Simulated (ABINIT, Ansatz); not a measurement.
# Cs2NaAlH6 (Fm-3m): G0W0 with ABINIT, start to end, part 3 of 3

How does a plane-wave GW calculation on Cs2NaAlH6 (Fm-3m) run from the first input to the gap?

ABINIT 10.8.3; LDA and many-body steps on it, plane waves. Known limits of the many-body steps: not at the basis limit; no spin-orbit coupling; coarse k mesh.

So far. Step 4 (Empty states on the mesh, 2×2×2 mesh, 304 bands): On this mesh the gap is 1.756 eV. Step 5 (Screening, 2×2×2 mesh, 278 bands, screening to 176.9 eV): Local fields lower ε∞ by 13 %. On a Γ-centred mesh this coarse the value itself is usually too large, while a short band sum pulls it down.

### Step 6. Self-energy, 2×2×2 mesh, 278 bands, screening to 176.9 eV

The self-energy is evaluated for the states that the input lists, and the levels follow from it, in one-shot runs by the linearised quasiparticle equation.

This step: G0W0 on LDA, plane waves, norm-conserving pseudopotentials.

run.abi

```
acell 3*1.0 Angstrom
rprim 
  -0.000000000000 4.312959000000 4.312959000000
  4.312959000000 -0.000000000000 4.312959000000
  4.312959000000 4.312959000000 -0.000000000000
ntypat 4
znucl 55 11 13 1
natom 10
typat 1 1 2 3 4 4 4 4 4 4
xred 
  0.250000000000 0.250000000000 0.250000000000
  0.750000000000 0.750000000000 0.750000000000
  0.500000000000 0.500000000000 0.500000000000
  -0.000000000000 -0.000000000000 0.000000000000
  0.208755000000 0.791245000000 0.791245000000
  0.208755000000 0.791245000000 0.208755000000
  0.791245000000 0.208755000000 0.791245000000
  0.791245000000 0.791245000000 0.208755000000
  0.208755000000 0.208755000000 0.791245000000
  0.791245000000 0.208755000000 0.208755000000
pp_dirpath "pseudos"
pseudos "Cs.upf, Na.upf, Al.upf, H.upf"
ecut 38
ngkpt 2 2 2
nshiftk 1
shiftk 0 0 0
kptopt 1
chksymbreak 0
istwfk *1
occopt 1
irdwfk 1
optdriver 4
nband 278
gwcalctyp 0
ecutsigx 38
symsigma 1
nkptgw 2
kptgw 
  0.5000000000 0.5000000000 0.0000000000
  0.0000000000 0.0000000000 0.0000000000
bdgw 
  17 20
  17 22
ecuteps 6.5
irdscr 1
ppmodel 1
indata_prefix "in"
outdata_prefix "out"
tmpdata_prefix "tmp"
```

Run with:

```sh
$ OMP_NUM_THREADS=1 mpirun -n 4 abinit run.abi > log
```

Numbers of over 12 decimals in the logs are rounded to 6 here.

The program printed:

```text
.Version 10.8.3 of ABINIT. v10.8.2 released Aug 2026.

 Symmetries : space group Fm -3 m (#225); Bravais cF (face-center cubic)
[... echo of the input left out ...]
== DATASET  1 ==================================================================
-   mpi_nproc: 4, omp_nthreads: 1 (-1 if OMP is not activated)

--- !DatasetInfo
iteration_state: {dtset: 1, }
dimensions: {natom: 10, nkpt: 3, mband: 278, nsppol: 1, nspinor: 1, nspden: 1, mpw: 12150, }
cutoff_energies: {ecut:  38.0, pawecutdg:  -1.0, }
electrons: {nelect:   3.60000000E+01, charge:   0.00000000E+00, occopt:   1.00000000E+00, tsmear:   1.00000000E-02, }

 SIGMA: Calculation of the GW corrections

 Based on a program developped by R.W. Godby, V. Olevano, G. Onida, and L. Reining.
 Incorporated in ABINIT by V. Olevano, G.-M. Rignanese, and M. Torrent.
.Using double precision arithmetic ; gwpc =  8

[... cell and pseudopotentials left out ...]
--------------------------------------------------------------------------------

 ==== K-mesh for the wavefunctions ====
 Number of points in the irreducible wedge :     3
[... list of points left out ...]
 Together with 48 symmetry operations and time-reversal symmetry
 yields     8 points in the full Brillouin Zone.

 ==== Q-mesh for screening function ====
 Number of points in the irreducible wedge :     3
[... list of points left out ...]
 Together with 48 symmetry operations and time-reversal symmetry
 yields     8 points in the full Brillouin Zone.

 vcoul_init : cutoff-mode = AUXILIARY_FUNCTION
 q-points for optical limit:   1
     1)      0.000010    0.000020    0.000030
 setmesh: FFT mesh size selected  =    64x   64x   64
          total number of points  =       262144

 Number of electrons calculated from density =   36.0000; Expected =   36.0000
 average of density, n =  0.033247
 r_s =    1.9292
 omega_plasma =   17.5886 [eV]

 === KS Band Gaps ===
  >>>> For spin  1
   Minimum direct gap =   2.2207 [eV], located at k-point      :   0.0000  0.0000  0.0000
   Fundamental gap    =   1.7564 [eV], Top of valence bands at :   0.5000  0.5000  0.0000
                                       Bottom of conduction at :   0.0000  0.0000  0.0000
 SIGMA fundamental parameters:
 PLASMON POLE MODEL  1
 number of plane-waves for SigmaX                12039
 number of plane-waves for SigmaC and W            869
 number of plane-waves for wavefunctions         12039
 number of bands                                   278
 number of independent spin polarizations            1
 number of spinorial components                      1
 number of k-points in IBZ                           3
 number of q-points in IBZ                           3
 number of symmetry operations                      48
 number of k-points in BZ                            8
 number of q-points in BZ                            8
 number of frequencies for dSigma/dE                 9
 frequency step for dSigma/dE [eV]                0.25
 number of omega for Sigma on real axis              0
 max omega for Sigma on real axis  [eV]           0.00
 zcut for avoiding poles [eV]                     0.10

 EPSILON^-1 parameters (SCR file):
 dimension of the eps^-1 matrix on file            869
 dimension of the eps^-1 matrix used               869
 number of plane-waves for wavefunctions         12039
 number of bands                                   278
 number of q-points in IBZ                           3
 number of frequencies                               2
 number of real frequencies                          1
 number of imag frequencies                          1

 matrix elements of self-energy operator (all in [eV])

 Perturbative Calculation

--- !SelfEnergy_ee
iteration_state: {dtset: 1, }
kpoint     : [   0.500,    0.500,    0.000, ]
spin       : 1
KS_gap     :    3.447
QP_gap     :    5.407
Delta_QP_KS:    1.960
data: !SigmaeeData |
     Band     E0 <VxcDFT>   SigX SigC(E0)      Z dSigC/dE  Sig(E)    E-E0       E
       17   0.877 -10.223 -12.979   1.564   0.790  -0.267 -11.165  -0.942  -0.064
       18   1.987 -10.799 -13.728   1.630   0.786  -0.273 -11.820  -1.020   0.967
       19   5.434  -7.988  -3.458  -3.398   0.830  -0.204  -7.049   0.940   6.374
       20   6.366  -8.237  -3.582  -3.478   0.827  -0.209  -7.263   0.974   7.340

--- !SelfEnergy_ee
iteration_state: {dtset: 1, }
kpoint     : [   0.000,    0.000,    0.000, ]
spin       : 1
KS_gap     :    2.221
QP_gap     :    4.065
Delta_QP_KS:    1.844
data: !SigmaeeData |
     Band     E0 <VxcDFT>   SigX SigC(E0)      Z dSigC/dE  Sig(E)    E-E0       E
       17   1.523 -10.340 -13.117   1.562   0.788  -0.269 -11.297  -0.957   0.566
       18   1.523 -10.340 -13.117   1.562   0.788  -0.269 -11.297  -0.957   0.566
       19   3.744  -8.104  -3.888  -3.144   0.827  -0.209  -7.217   0.887   4.631
       20   7.544  -8.602  -3.839  -3.587   0.818  -0.222  -7.640   0.962   8.505
       21   7.544  -8.602  -3.839  -3.587   0.818  -0.222  -7.640   0.962   8.505
       22   7.544  -8.602  -3.839  -3.587   0.818  -0.222  -7.640   0.962   8.505

== END DATASET(S) ==============================================================
================================================================================

 -outvars: echo values of variables after computation  --------
           etotal      0.0000000000E+00
            nband         278
             nkpt           3
          spgroup         225
 [... the other variables as echoed above ...]

 Calculation completed.
```

Run time: 2.6 min. Hardware: 4 MPI ranks of Arm Neoverse N1, shared host; peak memory 2.6 GiB.

This step gave:

```
G0W0 gap on the points computed              : 3.664 eV
starting gap on the mesh                     : 1.756 eV
k of the valence top                         : 0.5, 0.5, 0
k of the conduction bottom                   : 0, 0, 0
Z at the valence top                         : 0.786
Z at the conduction bottom                   : 0.827
least direct G0W0 gap on the computed points : 4.065 eV
```

The gap on the mesh goes from 1.76 eV to 3.66 eV, a correction of +1.91 eV.

Limits: finite bands, cutoff and mesh; no spin-orbit coupling; coarse k mesh. v1 is the top filled band, c1 the lowest empty one. The levels before and after the correction (eV, zero at the valence-band top of each column):

```csv
,conduction bottom,valence top
Kohn-Sham,1.76,0.00
G0W0,3.66,0.00
```

```csv
,level,energy (eV)
Kohn-Sham,(0.5 0.5 0) v2,-1.110
Kohn-Sham,(0.5 0.5 0) v1,0.000
Kohn-Sham,(0.5 0.5 0) c1,3.447
Kohn-Sham,(0.5 0.5 0) c2,4.379
Kohn-Sham,Γ v2-v1,-0.464
Kohn-Sham,Γ c1,1.756
Kohn-Sham,Γ c2-c4,5.557
G0W0,(0.5 0.5 0) v2,-1.031
G0W0,(0.5 0.5 0) v1,0.000
G0W0,(0.5 0.5 0) c1,5.407
G0W0,(0.5 0.5 0) c2,6.373
G0W0,Γ v2-v1,-0.401
G0W0,Γ c1,3.664
G0W0,Γ c2-c4,7.538
```

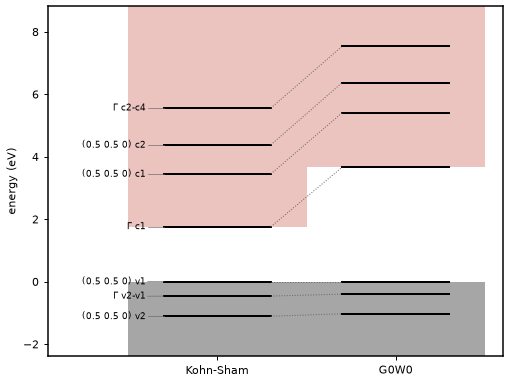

Levels before and after the correction. Shaded: valence and conduction bands.

### Step 7. Where the time went

Times are wall times on 4 MPI ranks of Arm Neoverse N1, shared host, good to a factor of about two.

```csv
step,time,share,memory (GiB)
ground state,59 s,7 %,0.53
bands along the symmetry lines,94 s,11 %,0.48
empty states on the mesh,6 min,44 %,0.68
screening,2.6 min,19 %,3.0
self-energy,2.6 min,19 %,2.6
```

### Step 8. Results

| Property | Result |
| --- | --- |
| LDA gap | 1.76 eV, indirect |
| G0W0 gap on the mesh | 3.66 eV |
| GW settings | 2×2×2 mesh, 278 bands, screening to 176.9 eV, Godby-Needs plasmon pole |
| known limits | not at the basis limit; no spin-orbit coupling; coarse k mesh |

What this shows: G0W0 moves the gap on the mesh from 1.76 eV to 3.66 eV (+1.91 eV), with Z of 0.79 and 0.83 at the edges. Local fields lower the RPA ε∞ on this mesh from 5.04 to 4.40; a Γ-centred mesh this coarse tends to raise both, most where the direct gap is narrow, while a short band sum lowers them. Only 2 of the mesh's irreducible points were corrected, so a valley elsewhere could overtake. The dearest step here is «empty states on the mesh». Bands and cutoff are finite, so the gap is not at the basis limit. The miss can reach some tenths of an eV and take either sign; the mesh is an error of its own. In the G0W0 run levels were corrected at 2 k points alone, so a gap called «on the mesh» is the least over those, and an edge elsewhere would be missed. The 2×2×2 mesh is coarse for this cell, which bears on the long-range parts of exchange and screening. The many-body steps are scalar-relativistic: spin-orbit coupling is not in them.

[Paths, hosts, dates, memory and timing lines, banners, echoed tables and standing remarks are left out of the program output.]

[Logs are printed without paths, hosts, clocks, repeated set-up lines and the standing remarks that a program may print on its own settings, such as how far it seeks lower states.]

[Runs of the session that timed out or met a known fault of the program may be left out.]

[Hosts, paths, dates, database ids (printed as entryN), source tags and the programs' standing remarks are cut or masked in the printed files.]

[G0W0 gaps are taken among the corrected bands and points alone; a level outside them can change the order at an edge.]

[Where Ansatz stands beside ABINIT at settings called matched, ABINIT's density can come from a denser mesh and the files from another edition; pairs whose starting gaps differed by over 0.03 eV were left out, so agreement reads better than it is.]
